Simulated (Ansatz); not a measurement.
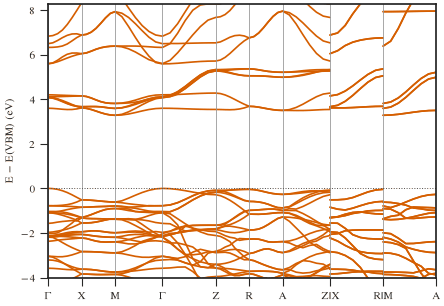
*Band structure from the program Ansatz at the PBEsol level (PAW)*

Question: Read off the gap and where the band edges lie.

Answer: About 3.3 eV (3.28 eV by a search for the band edges); maximum at Γ, minimum at M.

The material is NbPO$_{5}$ in space group P4/nmm (No. 129; Nb on 2c, P on 2b, O on 8i, O on 2c).

The first step of the workflow began from a Materials Project structure, measured or hypothetical; the Crystallography Open Database files this formula in space group No. 129, but the cells were not matched. Its standing as an ambient phase is unchecked. The cell was relaxed with PBEsol under the symmetry of its start; whether a distortion lowers the energy is not shown. The run is not spin-polarised. Spin–orbit coupling is left out wherever it is not named.

Potentials: the later of the program's two PAW sets.
